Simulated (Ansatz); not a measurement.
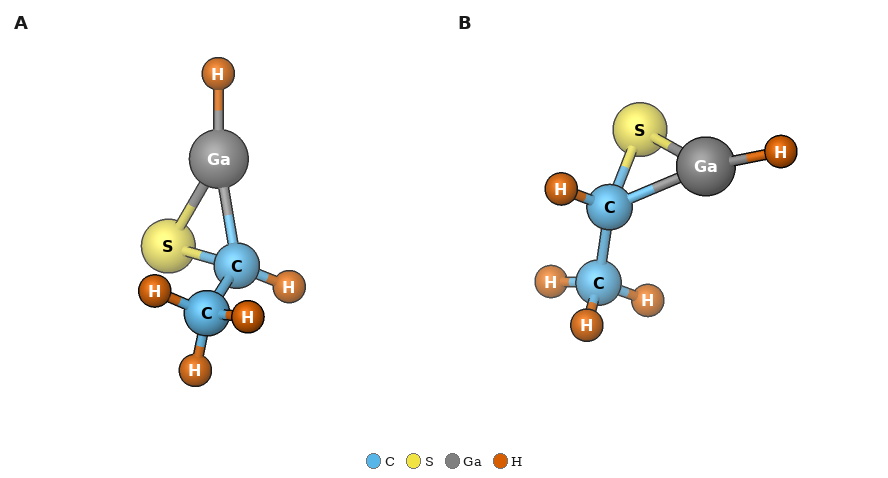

Distant atoms are faded towards the background colour. Computed geometry: PBE0-D4/def2-TZVP optimisation.

Q: Can A be turned into B by a rotation alone?

A: No. They are enantiomers, mirror images that no rotation superimposes: A is C[C@H]1[S][GaH]1 (), B is C[C@@H]1[S][GaH]1 (). Their energies are equal.
